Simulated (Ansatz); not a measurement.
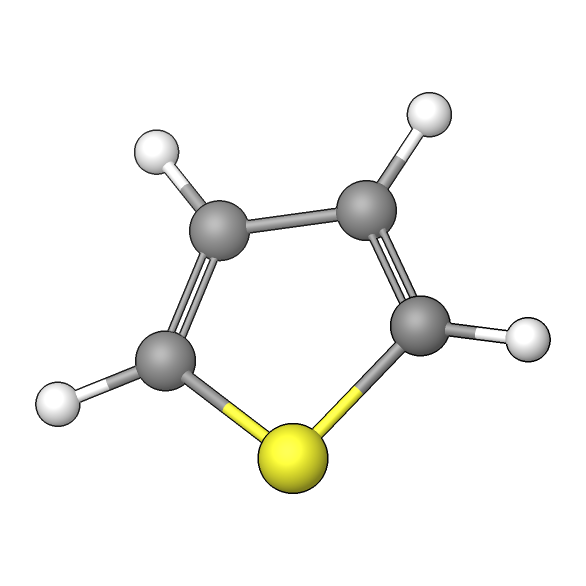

Colours: carbon grey, sulfur yellow, hydrogen white.

Describe the molecule.

Formula C₄H₄S. As SMILES it reads `c1ccsc1`. Independent rings (smallest set): 1 of 5 members, 1 of them aromatic. This geometry has C2v symmetry. All atoms lie on one plane. Coordination: 4 C trigonal planar; 1 S bent.

More results for the same structure follow; atom numbers are the same in all pictures, views and colours differ. The geometry was computed by an optimisation with PBE0-D4/def2-TZVP.

## Geometry

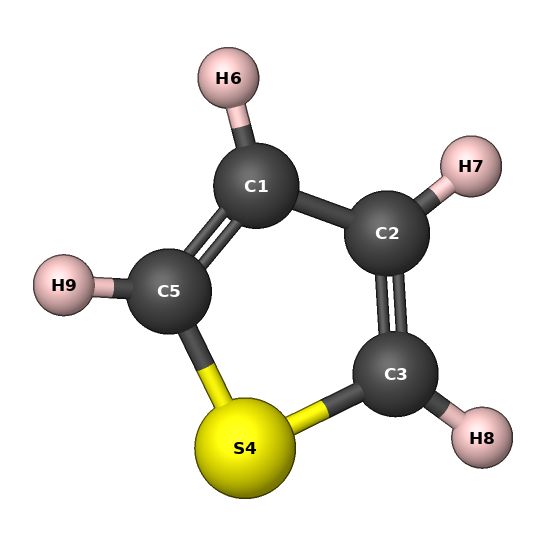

Atoms carry their numbers in the input.

What are the angles C2–C1–C5, C2–C1–H6, C5–C1–H6, C3–S4–C5, C2–C3–S4, C2–C3–H8, S4–C3–H8?

```tsv
angle	degrees
C2–C1–C5	112.4
C2–C1–H6	124.1
C5–C1–H6	123.4
C3–S4–C5	92.3
C2–C3–S4	111.4
C2–C3–H8	128.2
S4–C3–H8	120.4
```

## Electronic properties

Properties computed with RKS r2SCANh-D4/def2-TZVPP (Ansatz 0.2.0).

Predict the main results.

- HOMO energy (Kohn–Sham orbital): −6.43 eV
- LUMO energy (Kohn–Sham orbital): −0.77 eV
- HOMO–LUMO gap: 5.66 eV
- dispersion correction: −5.5 kJ/mol

## Dipole moment

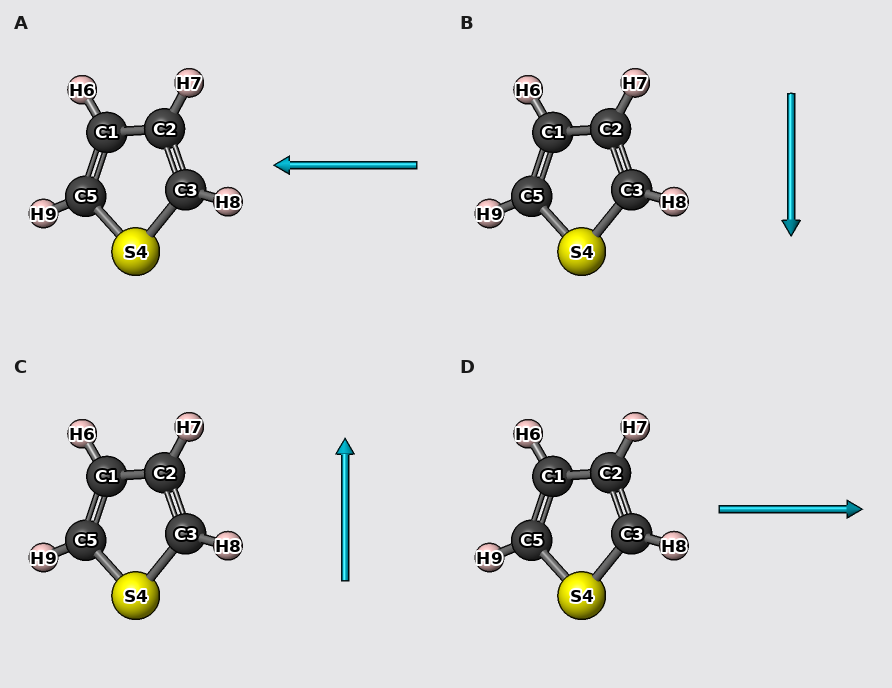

The same molecule four times, each with an arrow. Method: RKS PBE0-D4/def2-TZVP (Ansatz 0.2.0).

Which arrow points along the dipole moment, from the negative to the positive end?

C. The dipole moment is 0.49 D; it points from the side of S4 to the side of H6, H7 (the outermost atoms at the two ends).

## Charges

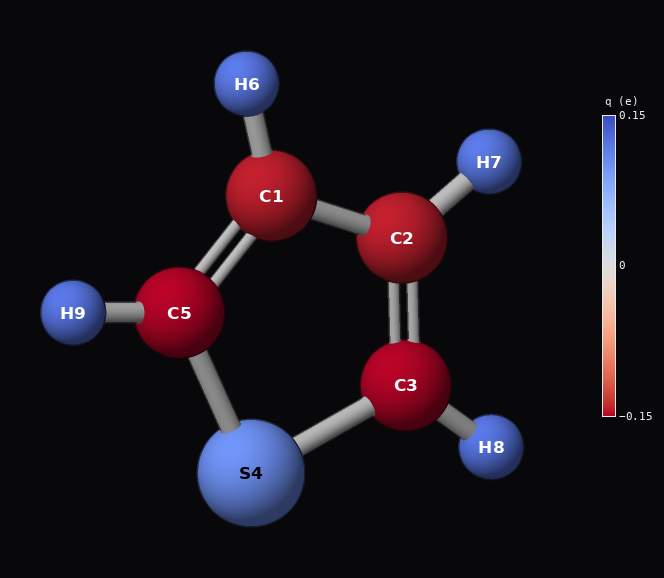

Atoms are coloured by their Mulliken charges. Level of theory: RKS ωB97M-V/def2-TZVPP (Ansatz 0.2.0).

Which atom carries the highest charge (most positive or least negative)?

H6, H7, H8, H9 (0.12 e).

And the lowest?

C3, C5 (−0.15 e).

List the Mulliken charges.

| atom | value (e) |
| --- | --- |
| C1 | −0.14 |
| C2 | −0.14 |
| C3 | −0.15 |
| S4 | 0.10 |
| C5 | −0.15 |
| H6 | 0.12 |
| H7 | 0.12 |
| H8 | 0.12 |
| H9 | 0.12 |

Mulliken values depend strongly on the basis set and can even reverse the polarity of a bond.
